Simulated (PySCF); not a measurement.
# Geometry relaxation, with input and output: C2H6Cl2Si

- system: C2H6Cl2Si (Dimethyldichlorosilane)
- method: PBE0-D3(BJ)/def2-SVP geometry optimisation, gas phase (PySCF 2.14.0)

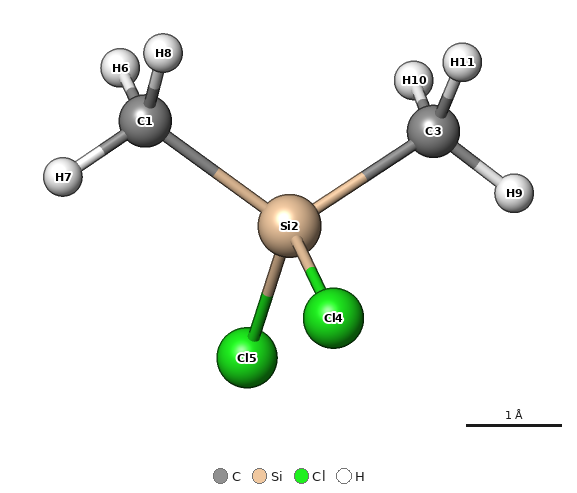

The starting structure (ball-and-stick view, seen at a tilt; atoms are numbered from 1 in the order of the input). Bond lengths as drawn: Cl–Si 2.03 Å, C–H 1.09 Å and C–Si 1.90 Å.

### Key numbers

| quantity | value |
| --- | --- |
| outcome | converged |
| total energy | −1288.903018 hartree |
| dipole moment | 2.49 D |
| point group | Cs |
| hardware | 1 CPU thread, shared host |
| wall time | 23 s |
| peak memory | 0.46 GiB |

### Input file
```
{"job": {"xc": "PBE0", "basis": "def2-SVP", "d3": "d3bj", "grid": 1, "kind": "geom"}, "charge": 0, "multiplicity": 1}
C      1.484790    -0.561450    -0.366310
Si     0.042840     0.657750    -0.141100
C     -1.527700    -0.192270     0.511630
Cl     0.603570     2.109140     1.168150
Cl    -0.382570     1.534290    -1.925800
H      1.216580    -1.370780    -1.038800
H      2.360490    -0.067790    -0.779770
H      1.776510    -1.002870     0.581950
H     -2.344860     0.516710     0.612310
H     -1.858710    -0.977740    -0.160520
H     -1.360100    -0.639650     1.486340
```

The first line tells a small driver script what to run in PySCF; the rest is the geometry in Å.

### Output
```
step   0  E = -1288.89952461  max force = 0.034450
step   1  E = -1288.90279541  max force = 0.009457
step   2  E = -1288.90298854  max force = 0.002246
step   3  E = -1288.90301565  max force = 0.000397
step   4  E = -1288.90301567  max force = 0.001170
step   5  E = -1288.90301686  max force = 0.000883
step   6  E = -1288.90301767  max force = 0.000182
optimisation converged
```

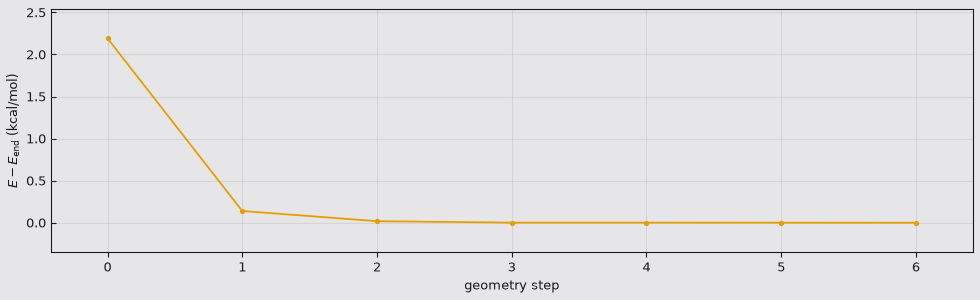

Progress of the relaxation, step by step (steps are counted from 0).

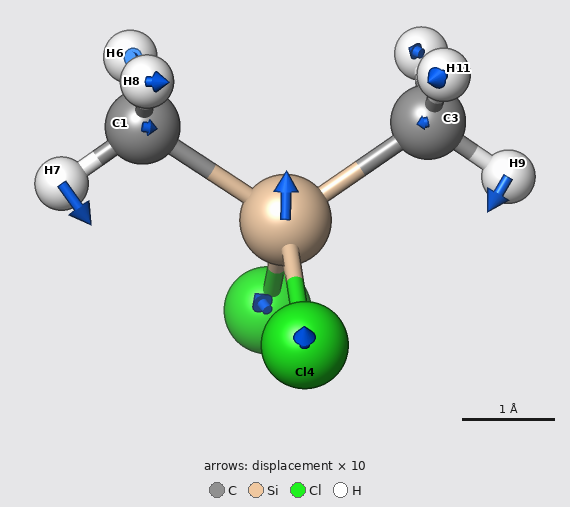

The starting structure with the displacements as blue arrows, magnified 10 times (ball-and-stick view, seen on its broad side). The two geometries are laid on each other by the best rigid fit. H7 moves most after the best rigid fit: 0.057 Å. Largest moves by element: H 0.057 Å, Si 0.055 Å, Cl 0.032 Å, C 0.018 Å. Distances before and after: C1–Si2 1.902 → 1.857 Å, Si2–Cl4 2.033 → 2.072 Å, C1–H6 1.086 → 1.101 Å. Among the angles that change: C1–Si2–C3 112.4° → 114.8°. After 6 geometry steps the energy has fallen by 2.19 kcal/mol. Largest force component: 1.8 eV/Å at the start, 0.0094 eV/Å at the end. (Atoms are counted from 1 in the order of the input.)
